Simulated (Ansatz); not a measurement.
## Run report: AlNH4Cl2, nudged elastic band

- system: AlNH4Cl2
- method: RKS PBE-D4/6-31G* (Ansatz 0.2.0)

It belongs to a series of runs on one base structure; here: band between the two ends. Figures and captions count atoms from 1; the log counts them from 0 in places.

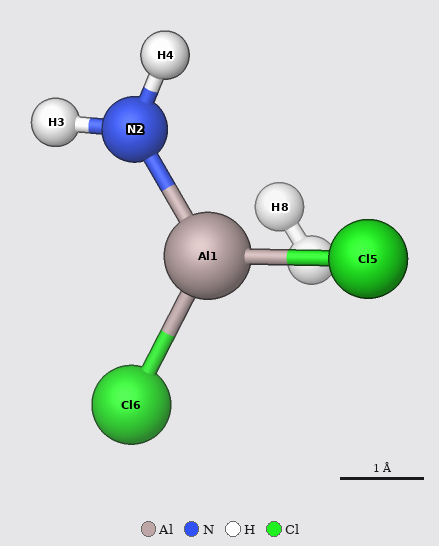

The input geometry (ball-and-stick view, seen at a tilt; atoms are numbered from 1 in the order of the input). Sticks mark near contacts.

## Results in brief

| quantity | value |
| --- | --- |
| outcome | converged |
| barrier, forward | 0.612 eV |
| barrier, backward | 1.531 eV |
| hardware | 1 thread of Arm Neoverse V1, 24 GiB of memory available, shared host |
| wall time | 2.2 min |
| peak memory | 0.12 GiB |

## Notes

The order of the saddle point was not checked.

## The input
```yaml
crystal:
  periodic: [false, false, false]
  atoms:
    - { symbol: Al, position_ang: [-0.011245, -0.187389, 0.354388] }
    - { symbol: "N", position_ang: [0.052473, -0.489075, 2.097672] }
    - { symbol: H, position_ang: [-0.749225, -0.769004, 2.660436] }
    - { symbol: H, position_ang: [0.905341, -0.452942, 2.653641] }
    - { symbol: Cl, position_ang: [1.75064, 0.285073, -0.699794] }
    - { symbol: Cl, position_ang: [-1.828134, -0.402922, -0.690101] }
    - { symbol: H, position_ang: [-0.573219, 2.6093, 0.348634] }
    - { symbol: H, position_ang: [-0.512631, 2.405859, 1.071525] }
basis:
  gaussian: { orbitals: "6-31G*" }
hamiltonian:
  xc: pbe
  dispersion: d4
neb:
  order_check: false
  images: 5
  f_tol: 0.05
  max_iterations: 60
  final_atoms:
    - { symbol: Al, position_ang: [-0.17424028, 0.63620876, -0.03081605] }
    - { symbol: "N", position_ang: [-0.10171931, 0.28995996, 1.99708173] }
    - { symbol: H, position_ang: [-0.80318243, -0.41648093, 2.25827824] }
    - { symbol: H, position_ang: [0.82482172, -0.07551647, 2.25674053] }
    - { symbol: Cl, position_ang: [1.80522987, -0.04332798, -0.53908482] }
    - { symbol: Cl, position_ang: [-1.76812575, -0.72243595, -0.5315753] }
    - { symbol: H, position_ang: [-0.47050365, 2.19467102, -0.1682928] }
    - { symbol: H, position_ang: [-0.27828018, 1.13582159, 2.55406948] }
  initial_path:
    images:
      - { positions_ang: [[-0.011245, -0.187389, 0.354388], [0.052473, -0.489075, 2.097672], [-0.749225, -0.769004, 2.660436], [0.905341, -0.452942, 2.653641], [1.75064, 0.285073, -0.699794], [-1.828134, -0.402922, -0.690101], [-0.573219, 2.6093, 0.348634], [-0.512631, 2.405859, 1.071525]] }
      - { positions_ang: [[-0.00603812, -0.10760472, 0.23029654], [0.04008097, -0.34633194, 2.14820884], [-0.78358253, -0.6391841, 2.6963793], [0.89955774, -0.23356967, 2.69875303], [1.81029986, 0.24160425, -0.8460102], [-1.86262171, -0.24858708, -0.83491696], [-0.57368871, 2.30189456, 0.45025446], [-0.4900075, 2.0306787, 1.25343599]] }
      - { positions_ang: [[-0.00083124, -0.02782044, 0.10620509], [0.02768894, -0.20358888, 2.19874567], [-0.81794006, -0.5093642, 2.7323226], [0.89377448, -0.01419733, 2.74386507], [1.86995972, 0.1981355, -0.99222641], [-1.89710943, -0.09425217, -0.97973292], [-0.57415843, 1.99448912, 0.55187491], [-0.46738399, 1.6554984, 1.43534699]] }
      - { positions_ang: [[0.00437564, 0.05196384, -0.01788637], [0.01529692, -0.06084582, 2.24928251], [-0.85229759, -0.37954429, 2.76826589], [0.88799123, 0.205175, 2.7889771], [1.92961958, 0.15466675, -1.13844261], [-1.93159714, 0.06008275, -1.12454888], [-0.57462814, 1.68708368, 0.65349537], [-0.44476049, 1.2803181, 1.61725798]] }
      - { positions_ang: [[-0.055163, 0.24671215, -0.02219626], [-0.02370849, 0.05608944, 2.16521558], [-0.83592587, -0.39185651, 2.59827001], [0.86693472, 0.11161118, 2.61156491], [1.88815634, 0.08866851, -0.93865668], [-1.87710668, -0.20075682, -0.92689102], [-0.53991998, 1.85627946, 0.37956598], [-0.38926705, 1.2321526, 1.92952848]] }
      - { positions_ang: [[-0.11470164, 0.44146045, -0.02650616], [-0.0627139, 0.1730247, 2.08114866], [-0.81955415, -0.40416872, 2.42827413], [0.84587822, 0.01804735, 2.43415272], [1.84669311, 0.02267026, -0.73887075], [-1.82261622, -0.46159638, -0.72923316], [-0.50521181, 2.02547524, 0.10563659], [-0.33377361, 1.18398709, 2.24179898]] }
      - { positions_ang: [[-0.17424028, 0.63620876, -0.03081605], [-0.10171931, 0.28995996, 1.99708173], [-0.80318243, -0.41648093, 2.25827824], [0.82482172, -0.07551647, 2.25674053], [1.80522987, -0.04332798, -0.53908482], [-1.76812575, -0.72243595, -0.5315753], [-0.47050365, 2.19467102, -0.1682928], [-0.27828018, 1.13582159, 2.55406948]] }
```

Command:
```bash
ansatz run input.yaml --threads 1 --pin off --max-ram 2048MiB --backend cpu --events-out ev --progress --plain --runs-dir out
```

## Output
```
Engine: ansatz 0.2.0, aarch64-unknown-linux-gnu
Functional definition: PBE
  parameter kappa = 0.804
  parameter beta = 0.06672455060314922
  exchange = pbe_x(kappa = kappa, mu = beta*pi^2/3)
  correlation = pbe_c(beta = beta)
1022 factors; their error is unknown
mean field evaluation 1: about -33174.9317 eV, gradient 6.6e1 eV
mean field evaluation 2: about -33131.6910 eV, gradient 1.3e2 eV
mean field evaluation 4: about -33183.7290 eV, gradient 1.0e1 eV
mean field evaluation 8: about -33183.9877 eV, gradient 1.7e-1 eV
mean field evaluation 16: about -33183.9877 eV, gradient 3.6e-5 eV
mean field -33183.98774403 eV, -1219.4890566785 hartree, gradient 3.6e-5 eV, S^2 0.000000; 0 other end points of the search recorded, 0 dependent functions left out
the calculation of the forces begins
reference -33183.98778363 eV, -1219.4890581335 hartree; 29, 29 occupied and 51, 51 virtual orbitals, 1022 factors
1022 factors; their error is unknown
mean field evaluation 32: about -33184.9010 eV, gradient 3.5e-5 eV
mean field -33184.90100121 eV, -1219.5226182607 hartree, gradient 3.5e-5 eV, S^2 0.000000; 0 other end points of the search recorded, 0 dependent functions left out
[... from here on the field's lines of each further geometry are left out, up to the last ...]
NEB iter   1: max|band force component| = 3.379e0 eV/Å  barrier→ = 2.1158 eV  barrier← = 3.0346 eV  Δτ_max = 0.2000 Å  (181 SCF iters)
NEB iter   2: max|band force component| = 2.369e0 eV/Å  barrier→ = 0.9445 eV  barrier← = 1.8633 eV  Δτ_max = 0.2000 Å  (153 SCF iters)
NEB iter   3: max|band force component| = 1.806e0 eV/Å  barrier→ = 0.7274 eV  barrier← = 1.6462 eV  Δτ_max = 0.0804 Å  (136 SCF iters)
NEB iter   4: max|band force component| = 3.884e-1 eV/Å  barrier→ = 0.6274 eV  barrier← = 1.5462 eV  CI = image 3  Δτ_max = 0.0527 Å  (135 SCF iters)
NEB iter   5: max|band force component| = 2.172e-1 eV/Å  barrier→ = 0.6171 eV  barrier← = 1.5359 eV  CI = image 3  Δτ_max = 0.0381 Å  (131 SCF iters)
NEB iter   6: max|band force component| = 7.961e-2 eV/Å  barrier→ = 0.6135 eV  barrier← = 1.5323 eV  CI = image 3  Δτ_max = 0.0196 Å  (134 SCF iters)
NEB iter   7: max|band force component| = 7.277e-2 eV/Å  barrier→ = 0.6127 eV  barrier← = 1.5315 eV  CI = image 3  Δτ_max = 0.0221 Å  (135 SCF iters)
the calculation of the forces begins
reference -33184.78983088 eV, -1219.5185328264 hartree; 29, 29 occupied and 51, 51 virtual orbitals, 1022 factors
1022 factors; their error is unknown
mean field evaluation 448: about -33183.4026 eV, gradient 4.7e-1 eV
mean field -33183.37083490 eV, -1219.4663856860 hartree, gradient 1.1e-5 eV, S^2 0.000000; 1 other end points of the search recorded, 0 dependent functions left out
the calculation of the forces begins
reference -33183.37087513 eV, -1219.4663871643 hartree; 29, 29 occupied and 51, 51 virtual orbitals, 1022 factors
NEB iter   8: max|band force component| = 3.073e-2 eV/Å  barrier→ = 0.6120 eV  barrier← = 1.5308 eV  CI = image 3  Δτ_max = 0.0000 Å  (264 SCF iters)
```

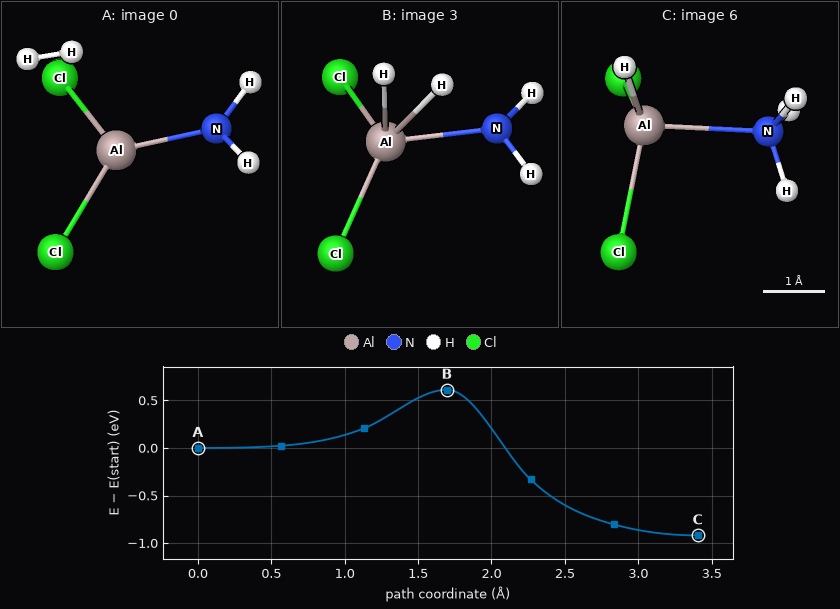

Images of the last band (counted from 0; ball-and-stick, seen at a tilt) above the energy along the path; the line is a cubic interpolation that uses the forces. The highest image is number 3, 0.612 eV above the start and 1.531 eV above the end (the climbing image); the end lies 0.919 eV below the start. The path is 3.40 Å long. The band converged in 8 iterations.

```
Total energy: -33183.55585529 eV, -1219.4731850599 hartree
Atom 0 at    -0.099129     0.269384     0.142494 Å, force    -0.005940     0.007772    -0.004080 eV/Å
Atom 1 at    -0.076580     0.043769     2.015269 Å, force     0.027631     0.021301    -0.009155 eV/Å
Atom 2 at    -0.848903    -0.410126     2.511877 Å, force    -0.001779    -0.005912     0.008219 eV/Å
Atom 3 at     0.805002    -0.112784     2.513444 Å, force    -0.009594    -0.014805     0.018675 eV/Å
Atom 4 at     1.785060     0.214403    -0.813101 Å, force     0.004883    -0.003952    -0.001882 eV/Å
Atom 5 at    -1.856444    -0.388013    -0.829820 Å, force    -0.003947     0.000867    -0.003874 eV/Å
Atom 6 at    -0.375389     1.966922     0.713462 Å, force    -0.008549     0.003422     0.001013 eV/Å
Atom 7 at    -0.299617     1.415345     1.542776 Å, force    -0.002705    -0.008692    -0.008915 eV/Å
Dipole moment:    -0.002278    -0.003876     0.816003 e Å
this run last wrote the band of iteration 8 to [file]
```

## The last band as extended XYZ (Å, eV, eV/Å)
```
8
Properties=species:S:1:pos:R:3:forces:R:3 image=0 energy=-33184.16784
Al   -0.0112   -0.1874    0.3544    0.0008  -0.0031  -0.0027
N     0.0525   -0.4891    2.0977    0.0001   0.0022   0.0027
H    -0.7492   -0.7690    2.6604    0.0005  -0.0017  -0.0001
H     0.9053   -0.4529    2.6536   -0.0001  -0.0011   0.0012
Cl    1.7506    0.2851   -0.6998    0.0003   0.0018   0.0001
Cl   -1.8281   -0.4029   -0.6901   -0.0023   0.0003  -0.0005
H    -0.5732    2.6093    0.3486    0.0006   0.0007  -0.0090
H    -0.5126    2.4059    1.0715    0.0001   0.0009   0.0084
8
Properties=species:S:1:pos:R:3:forces:R:3 image=1 energy=-33184.14399
Al   -0.0311   -0.1142    0.3059    0.0013  -0.0275   0.0122
N     0.0177   -0.3371    2.0642    0.0173  -0.0386   0.0032
H    -0.7832   -0.6109    2.6306    0.0004  -0.0259   0.0061
H     0.8691   -0.2828    2.6207    0.0052  -0.0282   0.0125
Cl    1.7405    0.2951   -0.7601   -0.0011  -0.0010   0.0090
Cl   -1.8338   -0.3958   -0.7491    0.0011  -0.0003   0.0081
H    -0.5034    2.4011    0.5094   -0.0123   0.0545  -0.0227
H    -0.4418    2.0435    1.1748   -0.0119   0.0669  -0.0284
8
Properties=species:S:1:pos:R:3:forces:R:3 image=2 energy=-33183.96080
Al   -0.0611    0.0365    0.2541    0.0310  -0.2438   0.1315
N    -0.0296   -0.1471    2.0354    0.0728  -0.2232   0.0184
H    -0.8160   -0.4952    2.5802    0.0052  -0.1089   0.0545
H     0.8372   -0.1662    2.5700    0.0168  -0.1067   0.0682
Cl    1.7495    0.2835   -0.8003   -0.0374   0.0622   0.0208
Cl   -1.8411   -0.3752   -0.8000    0.0108   0.0707   0.0154
H    -0.4352    2.1355    0.6473   -0.0412   0.2149  -0.0757
H    -0.3698    1.7271    1.3097   -0.0579   0.3348  -0.2331
8
Properties=species:S:1:pos:R:3:forces:R:3 image=3 energy=-33183.55581
Al   -0.0991    0.2694    0.1425   -0.0059   0.0078  -0.0041
N    -0.0766    0.0438    2.0153    0.0276   0.0213  -0.0092
H    -0.8489   -0.4101    2.5119   -0.0018  -0.0059   0.0082
H     0.8050   -0.1128    2.5134   -0.0096  -0.0148   0.0187
Cl    1.7851    0.2144   -0.8131    0.0049  -0.0040  -0.0019
Cl   -1.8564   -0.3880   -0.8298   -0.0039   0.0009  -0.0039
H    -0.3754    1.9669    0.7135   -0.0085   0.0034   0.0010
H    -0.2996    1.4153    1.5428   -0.0027  -0.0087  -0.0089
8
Properties=species:S:1:pos:R:3:forces:R:3 image=4 energy=-33184.49830
Al   -0.1272    0.4398    0.0177   -0.0920   0.5310  -0.3661
N    -0.0882    0.1432    2.0103   -0.0080   0.2260  -0.0368
H    -0.8537   -0.3432    2.4948   -0.0281   0.1223  -0.0896
H     0.7992   -0.0417    2.4958   -0.0161   0.0977  -0.0827
Cl    1.8095    0.1209   -0.7992    0.0633  -0.1861   0.0197
Cl   -1.8464   -0.5003   -0.8085    0.0071  -0.1869   0.0212
H    -0.3880    1.9924    0.4766   -0.0151   0.0855  -0.5683
H    -0.2712    1.1879    1.9089    0.0889  -0.6895   1.1026
8
Properties=species:S:1:pos:R:3:forces:R:3 image=5 energy=-33184.97181
Al   -0.1504    0.5476   -0.0293   -0.0180   0.1046  -0.0348
N    -0.0936    0.2198    2.0005   -0.0040   0.0315  -0.0198
H    -0.8293   -0.3769    2.4007    0.0119  -0.0449  -0.0810
H     0.8112   -0.0554    2.4042    0.0075  -0.0486  -0.0789
Cl    1.8059    0.0104   -0.7167   -0.0029  -0.0680   0.0570
Cl   -1.7946   -0.6442   -0.7116    0.0265  -0.0593   0.0550
H    -0.4317    2.1068    0.1692   -0.0197   0.0987  -0.2046
H    -0.2836    1.1908    2.2795   -0.0014  -0.0140   0.3071
8
Properties=species:S:1:pos:R:3:forces:R:3 image=6 energy=-33185.08664
Al   -0.1742    0.6362   -0.0308    0.0022  -0.0032  -0.0059
N    -0.1017    0.2900    1.9971    0.0089  -0.0199   0.0143
H    -0.8032   -0.4165    2.2583   -0.0082   0.0105  -0.0101
H     0.8248   -0.0755    2.2567    0.0003   0.0121  -0.0099
Cl    1.8052   -0.0433   -0.5391   -0.0032  -0.0008  -0.0004
Cl   -1.7681   -0.7224   -0.5316    0.0026  -0.0001   0.0011
H    -0.4705    2.1947   -0.1683    0.0001  -0.0017   0.0031
H    -0.2783    1.1358    2.5541   -0.0027   0.0031   0.0078
```
